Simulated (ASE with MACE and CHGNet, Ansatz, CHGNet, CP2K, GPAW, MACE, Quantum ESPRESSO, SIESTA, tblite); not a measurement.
# Running random packing of 70AlN-30Al2O3 (mol %) (78 atoms) with machine-learned potentials

Aim: run random packing of 70AlN-30Al2O3 (mol %) (78 atoms) in machine-learned potentials and see how near its forces come to a plane-wave reference, and at what cost.

Main program and level: ASE with MACE and CHGNet; the method is named at each step.

## (1) The structure

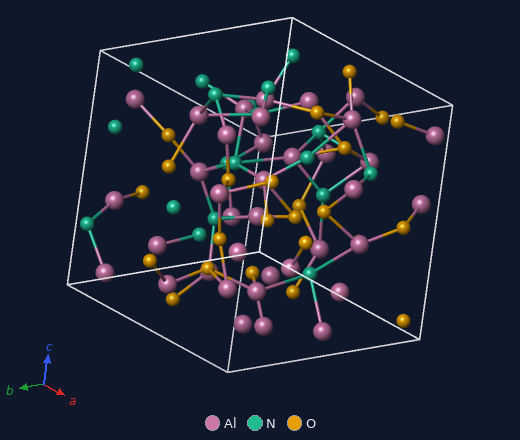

The cell as given, from a free direction (aluminium pink, nitrogen teal, oxygen orange). Bonds to atoms that aren't drawn are left out. Some periodic images of atoms are drawn too.

The cell holds 78 atoms: 35 Al, 19 N and 24 O. Cell: a = 9.322 Å, b = 9.322 Å, c = 9.322 Å, α = 90.0°, β = 90.0°, γ = 90.0°. 78 atoms (35 Al, 19 N, 24 O) packed at random in a cube at 3.27 g/cm³ and pushed apart as soft spheres, cations and anions kept from their own kind; a start for melting by ab initio MD, not an equilibrated structure. Then every atom was moved at random, 0.05 Å r.m.s. a Cartesian component.

The yardstick, on the same geometry:

* method: Kohn-Sham DFT, PBE, SSSP efficiency 1.3.0 pseudopotentials, plane waves (Quantum ESPRESSO 7.5); sssp-pbe-1.3.0-efficiency, cutoffs 60/480 Ry, Γ point
* r.m.s. force component: 2.024 eV/Å
* longest force: 5.888 eV/Å
* pressure: 10.62 GPa
* time: 12 min on 2 MPI ranks of Intel Xeon at 2.30GHz, shared host
* CPU time: 25 min

## (2) MACE MP-0b2 small potential

Method: machine-learned interatomic potential MACE MP-0b2 small, trained on PBE(+U) plane-wave data.

Contents of run.py:

```python
import numpy as np
from ase.io import read
import mlip  # loads the published weights by name

atoms = read("structure.xyz")
atoms.calc = mlip.calc("mace-mp-0b2-small")
energy = atoms.get_potential_energy()
forces = atoms.get_forces()
print(f"energy {energy:.6f} eV")
print("forces (eV/A)")
for i, (a, f) in enumerate(zip(atoms, forces)):
    print(f"{i:4d} {a.symbol:2s} {f[0]:10.5f} {f[1]:10.5f} {f[2]:10.5f}")
stress = -atoms.get_stress(voigt=False) * 160.21766
print("stress (GPa, compression positive)")
for row in stress:
    print(" ".join(f"{x:10.4f}" for x in row))
```

Contents of structure.xyz:

```xyz
78
Lattice="9.32240 0.00000 0.00000 0.00000 9.32240 0.00000 0.00000 0.00000 9.32240" Properties=species:S:1:pos:R:3 pbc="T T T"
Al 7.01613 1.52486 3.12925
Al 9.29676 0.84004 5.48176
Al 1.92125 5.73896 6.96038
Al 9.04944 7.60838 3.50261
Al 8.32528 2.80958 7.07915
Al 3.77818 1.81768 1.02099
Al 8.92918 5.24646 4.18175
Al 5.00026 4.46040 0.91341
Al 7.38148 3.09830 0.02685
Al 1.09986 8.54379 0.77749
Al 1.99453 6.17423 0.32237
Al 0.71587 3.09289 5.35507
Al 6.25347 8.12680 2.69222
Al 4.21717 4.14893 5.00939
Al 7.43722 8.46959 5.36933
Al 2.12448 2.73072 7.23950
Al 6.98742 5.70139 0.45176
Al 0.71755 1.72595 0.49893
Al 8.97794 5.62439 8.05679
Al 4.76794 2.96807 8.18647
Al 2.77164 3.87858 0.11233
Al 2.63964 7.54928 2.30506
Al 4.84345 0.20379 4.32746
Al 1.57427 9.01653 3.90180
Al 6.12333 1.35296 0.87612
Al 0.64362 2.98224 2.97524
Al 2.16951 9.24474 8.18320
Al 4.54542 5.92513 8.21825
Al 9.00684 0.36451 8.03693
Al 8.10163 7.77087 1.24426
Al 7.56755 7.53446 8.22217
Al 4.77689 0.71037 7.14851
Al 4.57115 7.75847 5.98237
Al 6.12286 5.97939 4.54029
Al 6.05825 4.59221 6.67819
N 6.19716 0.70543 5.52473
N 0.60316 3.84633 7.02378
N 7.27716 4.57860 8.12988
N 5.82277 7.81236 4.58979
N 0.75903 1.39733 7.00821
N 0.08297 7.50658 8.51909
N 2.30739 1.83167 8.92182
N 7.73927 4.34629 5.76348
N 3.42729 4.18995 7.33915
N 6.21431 7.93420 6.96271
N 1.12158 5.60957 2.97925
N 3.50737 7.24873 9.10798
N 4.62251 2.52926 5.83144
N 5.90061 6.92151 8.98176
N 0.45102 8.46138 6.32534
N 4.21596 5.73262 5.91814
N 6.96122 3.74220 2.24838
N 4.10558 6.88245 3.18537
N 0.30083 9.03499 2.49150
O 5.34080 8.89087 1.35855
O 6.00325 3.98700 4.19051
[... 18 atom lines left out ...]
O 4.41649 0.83613 8.93431
O 3.33639 5.51578 1.37095
O 3.67442 3.20430 3.07770
O 6.60250 2.56841 6.96113
```

On the command line:

```bash
> OMP_NUM_THREADS=1 python run.py > output.txt
```

Log:

```text
energy -437.004833 eV
forces (eV/A)
   0 Al   -0.63307    3.51092    1.70742
   1 Al    0.03013   -2.05997   -1.95373
   2 Al    2.14678    0.76191   -3.26789
   3 Al   -0.69407   -1.55114    0.00837
   4 Al    0.03059    1.67718    0.59101
   5 Al   -3.11645   -1.81120    1.36480
   6 Al   -0.86762   -0.64717    1.23796
   7 Al   -0.17908   -0.07182    5.84864
   8 Al    1.34318    1.77677    0.82251
   9 Al   -0.68980    0.65109    1.56832
  10 Al   -0.57804    0.61506    0.47811
  11 Al    1.62595    1.95670   -1.66258
  12 Al   -2.97545   -2.45385   -0.70710
  13 Al   -1.38546   -3.10741   -4.22301
  14 Al   -1.88293    0.02858    2.25532
  15 Al    1.07954   -2.52502    0.75791
  16 Al    0.17869   -1.39303    2.61347
  17 Al    0.36749    3.23822    1.51981
  18 Al    0.33490   -2.50222   -2.00532
  19 Al    0.62947   -0.28723   -2.02873
  20 Al   -1.93098   -0.87279    1.26858
  21 Al    3.49464   -1.09955    0.34498
  22 Al   -2.01074    2.00572   -0.09123
  23 Al    3.40597    3.20164    1.18225
[...]
70 O     0.28751   -2.76349   -2.39124
  71 O    -2.03999   -4.79708    0.74081
  72 O    -1.05358   -1.17614    0.57945
  73 O    -1.58697   -1.92226    1.49495
  74 O     3.90673    1.15513   -1.73613
  75 O     0.86757   -2.02632   -1.03370
  76 O     2.03426    0.30205    0.08080
  77 O    -2.54319    1.29387    1.17795
stress (GPa, compression positive)
    2.5396     0.5690    -0.9967
    0.5690     9.1101    -0.3238
   -0.9967    -0.3238    11.7721
```

Elapsed: 9 s, on 1 thread of Intel Xeon at 2.30GHz, shared host; peak memory 0.66 GiB.

Banners, paths, timers and routine set-up lines are dropped from the logs unmarked, and long logs keep their key lines alone; longer cuts are marked.

Numbers from this run, and their distance from the reference:

| Item | Value |
| --- | --- |
| r.m.s. force component | 1.967 eV/Å |
| r.m.s. difference of force components | 520.4 meV/Å |
| longest difference of force vectors | 1978 meV/Å |
| force difference over r.m.s. force | 25.71 % |
| slope of forces against the reference's | 0.939 |
| correlation of force components | 0.9664 |
| pressure | 7.807 GPa |
| pressure difference | -2.812 GPa |

Length of the force difference by element (eV/Å):

```tsv
element	atoms	mean	most
Al	35	0.81	2.0
N	19	0.92	1.8
O	24	0.80	1.3
```

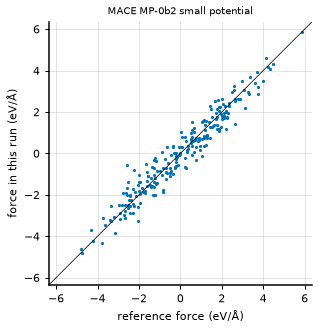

Force components against those of the reference; the line marks equality.

Local excerpt of 10 atoms (numbers count through the whole input) about Al31, which bears the longest force; x, y, z are measured from there.

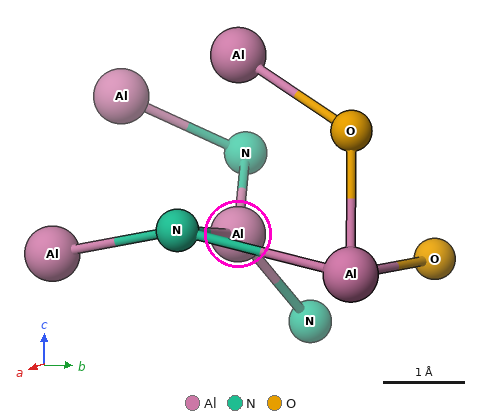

The atoms of the table, within 2.6 Å (arrows a, b, c point along x, y, z); some may hide others; the central atom is ringed.

```tsv
atom	x	y	z	distance (Å)	Fx	Fy	Fz (eV/Å)
Al31	0.00	0.00	0.00	0.00	-4.33	2.62	-3.18
N41	1.84	-0.03	0.30	1.86	-1.31	0.40	0.70
N45	-1.35	0.40	-1.26	1.89	-0.01	0.20	-0.44
N49	-1.67	-0.61	0.76	1.93	2.54	-0.68	0.31
Al19	1.41	-1.91	-0.17	2.38	0.33	-2.50	-2.01
Al30	0.53	0.24	2.34	2.42	1.77	0.77	0.06
Al17	-0.58	-1.83	1.55	2.47	0.18	-1.39	2.61
O62	-0.25	2.57	-0.19	2.59	0.32	0.31	-0.26
Al29	1.44	2.15	-0.19	2.60	-1.41	-2.56	-0.71
O61	0.89	1.93	1.54	2.62	1.78	0.18	1.73
```

Atoms are counted from 1 here, from 0 in the log.

Forces lie 26 % from the reference's, at 0.0057 times its CPU time (on 1 against 2 cores).

## (3) MACE MP-0b3 medium potential

Method: machine-learned interatomic potential MACE MP-0b3 medium, trained on PBE(+U) plane-wave data.

Edit run.py of step 2 so:

```diff
@@ -5,3 +5,3 @@
 atoms = read("structure.xyz")
-atoms.calc = mlip.calc("mace-mp-0b2-small")
+atoms.calc = mlip.calc("mace-mp-0b3-medium")
 energy = atoms.get_potential_energy()
```

structure.xyz is that of step 2.

Log:

```text
energy -430.257838 eV
forces (eV/A)
   0 Al   -0.31948    4.24620    1.97392
   1 Al   -0.37142   -2.20096   -1.38075
   2 Al    1.80661    0.96512   -2.96981
   3 Al   -0.37707   -1.97622   -0.57104
   4 Al   -0.14663    2.11520    0.28750
   5 Al   -2.65392   -0.92638    1.13608
   6 Al   -1.10794   -0.15637    1.09419
   7 Al   -0.20048    0.49984    5.09286
   8 Al    1.47661    2.49598    1.24873
   9 Al   -1.15019    0.33843    1.89660
  10 Al   -1.73983    0.29840   -0.13357
  11 Al    1.12263    1.75377   -1.80879
  12 Al   -2.62987   -2.31364   -0.84445
  13 Al   -0.88025   -3.01896   -3.87189
  14 Al   -1.69945   -0.29487    2.04848
  15 Al    1.07389   -2.85232    1.43780
  16 Al   -0.35912   -1.56164    3.22408
  17 Al   -0.36205    3.52914    1.29948
  18 Al    1.04101   -2.54734   -1.70713
  19 Al    1.26635   -0.55426   -1.25951
  20 Al   -1.88928   -0.70836    1.45989
  21 Al    3.08404   -2.12411   -0.15545
  22 Al   -2.38588    2.04185   -0.04903
  23 Al    3.33283    3.29949    1.93755
[...]
70 O     0.77466   -2.31208   -1.79267
  71 O    -2.04245   -4.32660    1.18728
  72 O    -1.38802   -1.70780    0.17139
  73 O    -1.28565   -1.61653    1.52546
  74 O     4.11510    1.36015   -1.76251
  75 O     1.33006   -1.99297   -0.94200
  76 O     1.48591    0.24665   -0.01234
  77 O    -2.96222    1.50526    1.38437
stress (GPa, compression positive)
    5.5643     0.1245    -1.0805
    0.1245    10.0456     0.3740
   -1.0805     0.3740    12.0712
```

Wall time 9.3 s (1 thread); peak memory 1.2 GiB.

Against the reference:

| Quantity | Value |
| --- | --- |
| r.m.s. force component | 1.988 eV/Å |
| r.m.s. difference of force components | 508.4 meV/Å |
| longest difference of force vectors | 1658 meV/Å |
| force difference over r.m.s. force | 25.12 % |
| slope of forces against the reference's | 0.9508 |
| correlation of force components | 0.968 |
| pressure | 9.227 GPa |
| pressure difference | -1.392 GPa |

Against the first run (26 %), the force difference from the reference is 25 %, at 1.2 times the CPU time.

## (4) CHGNet r2SCAN potential

Method: machine-learned interatomic potential CHGNet r2SCAN, trained on r2SCAN plane-wave data.

Edit run.py of step 3 so:

```diff
@@ -5,3 +5,3 @@
 atoms = read("structure.xyz")
-atoms.calc = mlip.calc("mace-mp-0b3-medium")
+atoms.calc = mlip.calc("chgnet-r2scan")
 energy = atoms.get_potential_energy()
```

structure.xyz is that of step 3.

Log:

```text
CHGNet vr2scan initialized with 412,525 parameters
CHGNet will run on cpu
energy -611.803284 eV
forces (eV/A)
   0 Al   -0.12938    2.92657    2.55157
   1 Al   -0.10351   -3.01286   -1.25009
   2 Al    1.79569    0.36188   -3.46568
   3 Al    0.10615   -1.44457   -0.57129
   4 Al   -0.84862    1.82724    0.49352
   5 Al   -3.38672   -2.93303    0.81082
   6 Al   -1.26472   -0.02815    0.12873
   7 Al   -0.24907    1.76594    5.64870
   8 Al    2.54015    2.78564    0.43108
   9 Al   -1.71058    1.16954    1.56621
  10 Al   -0.98656   -0.67894    0.30767
  11 Al    0.59594    2.19736   -2.07339
  12 Al   -3.75906   -1.49725   -0.41380
  13 Al   -0.30604   -2.19197   -3.23666
  14 Al   -1.85916    0.82367    1.57757
  15 Al    1.30225   -2.40178    0.98670
  16 Al    0.83611   -1.09263    2.89964
  17 Al   -0.25655    3.10367    0.43478
  18 Al    0.57397   -1.20402   -0.75830
  19 Al    0.67090   -0.37213   -3.14104
  20 Al   -2.58575   -0.24644    2.38411
  21 Al    3.03111   -1.16829    0.03313
  22 Al   -2.07375    1.74003   -0.09683
  23 Al    3.82363    3.62227    1.77408
[...]
70 O     1.17212   -3.03912   -1.77933
  71 O    -2.29642   -5.53198    0.70887
  72 O    -1.26907   -2.24852    0.01340
  73 O    -2.04488   -2.35857    1.03940
  74 O     4.08578    2.28854   -2.07075
  75 O     1.43559   -1.93109   -2.24200
  76 O     1.82902    0.33376   -0.74149
  77 O    -2.40168    2.59712    0.84026
stress (GPa, compression positive)
   -5.8465    -0.6192     0.4127
   -0.6192    -1.3430    -0.0558
    0.4127    -0.0558     1.1263
```

It took 4.7 s on 1 thread; peak memory 1.6 GiB.

Against the reference:

```yaml
r_m_s_force_component: 2.182 eV/Å
r_m_s_difference_of_force_components: 713.3 meV/Å
longest_difference_of_force_vectors: 2182 meV/Å
force_difference_over_r_m_s_force: 35.24 %
slope_of_forces_against_the_reference_s: 1.019
correlation_of_force_components: 0.9453
pressure: -2.021 GPa
pressure_difference: -12.64 GPa
```

Against the first run (26 %), the force difference from the reference is 35 %, at 0.66 times the CPU time; this potential was trained at another functional than the reference's, which explains only part of so large a difference.

## (5) Side by side

Differences are against the plane-wave reference, forces as r.m.s. over components; share is that over the reference's r.m.s. force, slope the least-squares factor from reference forces to these. Total energies of different programs have different zeros and aren't compared.

```tsv
run	Δ force, r.m.s. (meV/Å)	share (%)	slope	Δ pressure (GPa)	cores	CPU time	memory (GiB)
reference	-	-	-	-	2	25 min	2.8
MACE MP-0b2 small potential	520	25.7	0.939	-2.81	1	8.4 s	0.66
MACE MP-0b3 medium potential	508	25.1	0.951	-1.39	1	10 s	1.2
CHGNet r2SCAN potential	713	35.2	1.019	-12.6	1	5.6 s	1.6
```

Times of the machine-learned potentials are mostly Python's start and the loading of weights.

CPU time is summed over cores on a shared host, where runs went side by side, so it is rough. Symmetry, cutoffs, thresholds, outputs and thread counts weren't matched or tuned between programs; memory under MPI is the largest rank's times the ranks.

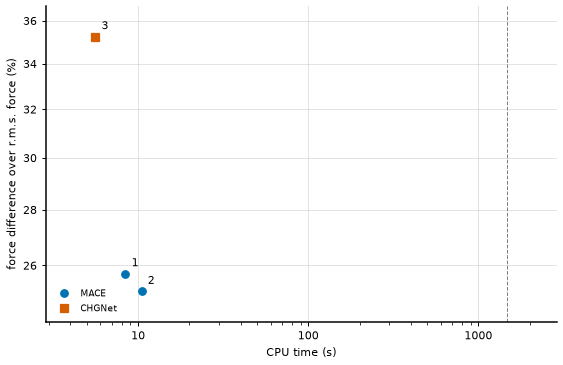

Force difference against CPU time; the dashed line marks the reference's time. Points: 1 MACE MP-0b2 small potential; 2 MACE MP-0b3 medium potential; 3 CHGNet r2SCAN potential.

## (6) Outcome

```
nearest in forces : MACE MP-0b3 medium potential, 25 %
its CPU time      : 10 s
```

What this shows: Machine-learned potentials differ by 25 % (MACE MP-0b3 medium potential) to 35 % (CHGNet r2SCAN potential); they were trained on other programs' data, some at another functional. The reference's pressure holds the uncorrected Pulay stress of its 60 Ry basis, so small pressure differences, and their order, may be the reference's own error. Machine-learned potentials mimic data converged in k, so the reference's own k-point error enters their differences. The reference's stress is far from hydrostatic: its diagonal is 7.8, 11.3, 12.7 GPa, compression counted positive. The reference's pressure of 11 GPa belongs to a cell and atoms that aren't relaxed at this level. The electronic-structure runs sample only Γ, in a cell whose shortest periodic width is 9 Å, which is coarse for a cell with partly filled levels.

[Also dropped from logs without a mark: logging warnings of Python, and SIESTA's first energy breakdown and zero terms.]

[Logs are printed without paths, hosts, clocks, repeated set-up lines and the standing remarks that a program may print on its own settings, such as how far it seeks lower states.]

[Hosts, paths, dates, database ids (printed as entryN), source tags and the programs' standing remarks are cut or masked in the printed files.]
